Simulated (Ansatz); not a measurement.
The calculation's input:

```
crystal:
  periodic: [false, false, false]
  atoms:
    - {symbol: F, position_ang: [-2.495690, 2.336440, -1.022733]}
    - {symbol: C, position_ang: [-1.554273, 2.145388, -0.121407]}
    - {symbol: F, position_ang: [-2.105223, 2.177397, 1.092829]}
    - {symbol: F, position_ang: [-0.671275, 3.141872, -0.200444]}
    - {symbol: C, position_ang: [-0.837071, 0.800684, -0.328851]}
    - {symbol: C, position_ang: [0.183045, 0.469034, 0.551114]}
    - {symbol: C, position_ang: [0.864117, -0.731476, 0.410091]}
    - {symbol: C, position_ang: [1.985777, -1.042111, 1.415592]}
    - {symbol: F, position_ang: [1.489446, -1.049968, 2.653529]}
    - {symbol: F, position_ang: [2.920853, -0.093153, 1.351774]}
    - {symbol: F, position_ang: [2.544909, -2.209709, 1.172199]}
    - {symbol: O, position_ang: [0.656713, -1.608328, -0.470763]}
    - {symbol: Al, position_ang: [-0.595431, -1.523022, -1.787104]}
    - {symbol: F, position_ang: [-1.739959, -2.667906, -1.525766]}
    - {symbol: F, position_ang: [0.150348, -1.396525, -3.242008]}
    - {symbol: O, position_ang: [-1.244311, 0.103636, -1.296360]}
    - {symbol: H, position_ang: [0.448035, 1.147727, 1.348298]}
basis:
  gaussian: {orbitals: def2-TZVPP}
hamiltonian: {xc: pbe0, dispersion: d4}
output: {orbitals: {seedname: orbitals}}
```

Command:

```sh
ansatz run in.yaml --threads 11 --pin off --events-out ev --progress --plain --max-ram 120832MiB --backend cuda --devices 0, --max-vram 75GiB
```

Geometry: PBE0-D4/def2-TZVP.

The calculation used RKS PBE0-D4/def2-TZVPP (Ansatz 0.2.0).

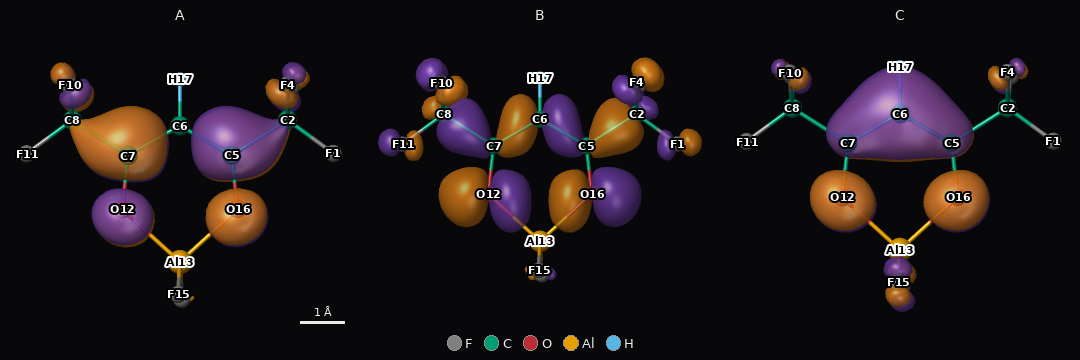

C$_{5}$HAlF$_{8}$O$_{2}$. Three frontier orbitals at ±0.1 Å⁻³ᐟ² (orange and purple are the two phases), in no order.

Order the three orbitals by energy and name them.

Answer. B is the HOMO−1 (−10.20 eV). By Hirshfeld shares it lies mainly on O16 (about 25 %), O12 (about 25 %), C7 (about 5 %), C5 (about 5 %) and C6 (about 5 %). C is the HOMO (−9.11 eV). It lies mainly on C6 (about 35 %), O12 (about 15 %), O16 (about 15 %), C5 (about 10 %) and C7 (about 10 %). A is the LUMO (−3.85 eV). Its weight (Hirshfeld) is mainly on C7 (about 25 %), C5 (about 25 %), O16 (about 15 %) and O12 (about 15 %).

What is the HOMO–LUMO gap?

Answer. 5.26 eV between the orbital energies.
